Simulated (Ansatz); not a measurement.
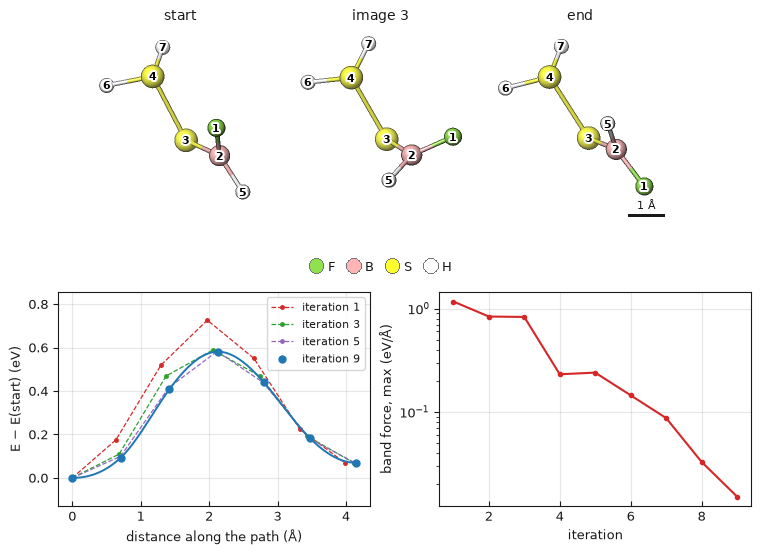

A search for the minimum-energy path of BH$_{3}$S$_{2}$F (charge +1) by the nudged elastic band. Images are numbered from 0 (start) to 6 (end). The plot follows the band through its iterations. Style: ball-and-stick. Shown from a free direction.

The calculation used RKS PBE0/def2-SVP in Ansatz 0.2.0. Run with 5 movable images; climbing image; force threshold 0.03 eV/Å; iteration limit 60; starting path by straight interpolation.

**Did the band converge, and can the barrier be trusted?**

The run is converged, with reservations. The band converged in 9 iterations. The largest component of the band force went from 1.2 to 0.015 eV/Å. The climbing image converged on the top of the path. Its curvatures weren't checked. The straight starting path can push atoms close together and costs iterations. The first iteration put the highest image at 0.73 eV. Forward barrier 0.58 eV, backward barrier 0.51 eV, with image 3 at the top; the reaction energy is +0.07 eV.

Cost: 2.8 min on 1 thread of Intel(R) Xeon(R) Processor @ 2.70GHz (shared host), peak memory 0.16 GiB.
